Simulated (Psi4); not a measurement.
**HNO (nitroxyl) at DSD-PBEP86/def2-TZVPPD (density fitting for correlation)**

What is the energy change on altering one bond length of HNO (nitroxyl) at DSD-PBEP86/def2-TZVPPD (density fitting for correlation)? 

Program for the calculation: Psi4 1.11.

1 further run of the same task is left out (set aside as unsound or not needed).

## Step 1: The system as given

HNO has 3 atoms, charge 0, and is taken as a singlet. As SMILES, `N=O`. The shape is that of a PBE0-D4/def2-TZVP optimisation.

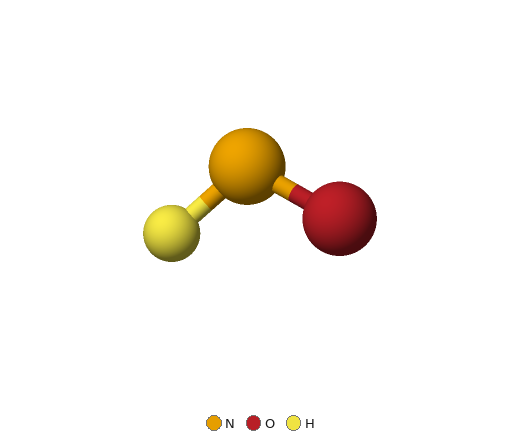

Viewed from a chosen angle; nitrogen amber, oxygen red, hydrogen yellow.

## Step 2: The energy at DSD-PBEP86/def2-TZVPPD (density fitting for correlation)

The input, hno.xyz:

```xyz
3
HNO
N     -0.283700     0.312790    -0.117160
O      0.755300     0.397200     0.456500
H     -0.471600    -0.709980    -0.339350
```

The input, run.py:

```python
import numpy as np
from ase.calculators.psi4 import Psi4
from ase.io import read

atoms = read('hno.xyz')
calc = Psi4(atoms=atoms, method='dsd-pbep86', basis='def2-TZVPPD', memory='2200MB', num_threads=1, charge=0, multiplicity=1, label='psi4-calc', reference='rks')
calc.psi4.set_options({'puream': True, 'e_convergence': 1e-09, 'd_convergence': 1e-08, 'scf_type': 'pk', 'dft_radial_points': 99, 'dft_spherical_points': 590, 'num_frozen_docc': 2})
atoms.calc = calc

print(f'energy: {atoms.get_potential_energy():.6f} eV')
```

The run is started by

```bash
$ python run.py
```

psi4-calc.dat:

```text
[...]
  Running in c1 symmetry.
[...]
  Nuclear repulsion =   30.697191710216305
[...]
  Multiplicity = 1
[...]
  Nalpha       = 8
  Nbeta        = 8
[...]
    Number of basis functions: 94
[...]
   @RKS iter   1:  -130.07560544467012   -5.22502e-01   2.76304e-03 DIIS/ADIIS
[...]
   @RKS iter  11:  -130.10403674694351   -1.98952e-12   2.31664e-09 DIIS
[...]
    Orbital Energies [Eh]
    ---------------------
    Doubly Occupied:
       1A    -20.152200     2A    -15.269221     3A     -1.429064
       4A     -0.903070     5A     -0.683985     6A     -0.603847
       7A     -0.567046     8A     -0.365794
[...]
  @RKS Final Energy:  -130.10403674694351
   => Energetics <=
    Nuclear Repulsion Energy =             30.6971917102163054
    One-Electron Energy =                -238.4492438278959980
    Two-Electron Energy =                  82.1289079565438556
    DFT Exchange-Correlation Energy =      -4.4808925858076876
    Empirical Dispersion Energy =           0.0000000000000000
    VV10 Nonlocal Energy =                  0.0000000000000000
    Total Energy =                       -130.1040367469435068
[...]
 Multipole Moments:
 ------------------------------------------------------------------------------------
     Multipole            Electronic (a.u.)      Nuclear  (a.u.)        Total (a.u.)
 ------------------------------------------------------------------------------------
 L = 1.  Multiply by 2.5417464519 to convert [e a0] to [Debye]
 Dipole X            :          0.3720892           -0.6689110           -0.2968219
 Dipole Y            :          0.3576851           -0.9680855           -0.6104004
 Dipole Z            :          0.2439372           -0.4767462           -0.2328090
 Magnitude           :                                                    0.7175597
[...]
```

Standard output:

```text
energy: -3546.560510 eV
```

Run time: 18 s. Hardware: 1 thread of Intel Xeon at 2.50GHz (Skylake/Cascade Lake), shared host; peak memory 0.82 GiB.

## Step 3: The distorted shape at the same level

The input, job.inp:

```
memory 2.2 GB

molecule {
  0 1
  N
  O 1 r2
  H 1 r3 2 a3

  r2 = 1.189845
  r3 = 1.3824
  a3 = 108.86128
  symmetry c1
  no_reorient
  no_com
}

set globals {
  basis                def2-TZVPPD
  reference            rks
  puream               true
  e_convergence        1e-09
  d_convergence        1e-08
  scf_type             pk
  dft_radial_points    99
  dft_spherical_points 590
  num_frozen_docc      2
}

energy_value, wavefunction = energy("dsd-pbep86", return_wfn=True)
```

The run is started by

```bash
$ psi4 -i job.inp -o job.out -n 1
```

job.out:

```text
[...]
  Running in c1 symmetry.
[...]
  Nuclear repulsion =   29.605717169263173
[...]
  Multiplicity = 1
[...]
  Nalpha       = 8
  Nbeta        = 8
[...]
    Number of basis functions: 94
[...]
   @RKS iter   1:  -130.02955539472825   -6.23380e-01   3.04301e-03 ADIIS/DIIS
[...]
   @RKS iter  11:  -130.06530759113772   -1.16529e-11   6.51505e-09 DIIS
[...]
    Orbital Energies [Eh]
    ---------------------
    Doubly Occupied:
       1A    -20.171888     2A    -15.310300     3A     -1.440029
       4A     -0.865597     5A     -0.658050     6A     -0.613371
       7A     -0.580248     8A     -0.353560
[...]
  @RKS Final Energy:  -130.06530759113772
   => Energetics <=
    Nuclear Repulsion Energy =             29.6057171692631727
    One-Electron Energy =                -236.1728086660692441
    Two-Electron Energy =                  80.9513316881924965
    DFT Exchange-Correlation Energy =      -4.4495477825241290
    Empirical Dispersion Energy =           0.0000000000000000
    VV10 Nonlocal Energy =                  0.0000000000000000
    Total Energy =                       -130.0653075911377243
[...]
 Multipole Moments:
 ------------------------------------------------------------------------------------
     Multipole            Electronic (a.u.)      Nuclear  (a.u.)        Total (a.u.)
 ------------------------------------------------------------------------------------
 L = 1.  Multiply by 2.5417464519 to convert [e a0] to [Debye]
 Dipole X            :          0.8264717           -1.1864269           -0.3599552
 Dipole Y            :         -0.7199661            0.9761803            0.2562142
 Dipole Z            :          0.0000000            0.0000000            0.0000000
 Magnitude           :                                                    0.4418296
[...]
```

Wall time 18 s (1 thread of Intel Xeon at 2.50GHz (Skylake/Cascade Lake), shared host); peak memory 0.8 GiB.

## Step 4: Results

Level: DSD-PBEP86/def2-TZVPPD (density fitting for correlation), 2 core orbitals frozen.

| quantity | value |
| --- | --- |
| first shape: total energy | -130.33370 Eh |
| first shape: HOMO energy (SCF part's orbitals) | -9.95 eV |
| first shape: LUMO energy (SCF part's orbitals) | 0.26 eV |
| first shape: HOMO–LUMO gap (SCF part's orbitals) | 10.22 eV |
| distorted shape: total energy | -130.30531 Eh |
| distorted shape: HOMO energy (SCF part's orbitals) | -9.62 eV |
| distorted shape: LUMO energy (SCF part's orbitals) | 0.08 eV |
| distorted shape: HOMO–LUMO gap (SCF part's orbitals) | 9.70 eV |
| energy change with the N1–H3 bond stretched from 1.063 to 1.382 Å | 0.773 eV |

**Reading.** With the N1–H3 bond stretched from 1.063 to 1.382 Å the energy rises by 0.77 eV (74.5 kJ/mol). The first shape isn't relaxed at this level, so the change isn't measured from a minimum.
